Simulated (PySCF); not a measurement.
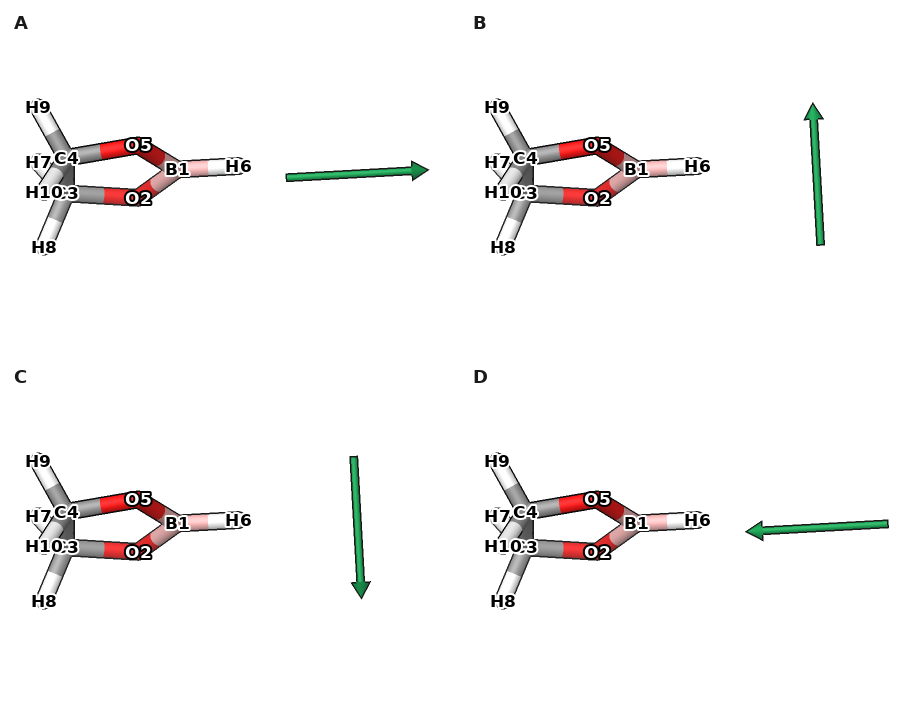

The same molecule four times, each with an arrow. The geometry was computed by an optimisation with GFN2-xTB. No frequency run is at hand to confirm it as a minimum. Level of theory: PBE0/def2-SVPD, gas phase (PySCF 2.14.0).

Which arrow points along the dipole moment, from the negative to the positive end?

Answer. D. The dipole moment is 2.24 D; it points from the side of H6 to the side of H7, H8, H9, H10 (the outermost atoms at the two ends).

The geometry is semi-empirical. Around B such bond lengths and angles can be off by a tenth of an ångström or more and by several degrees, and values that hang on the shape move with them.
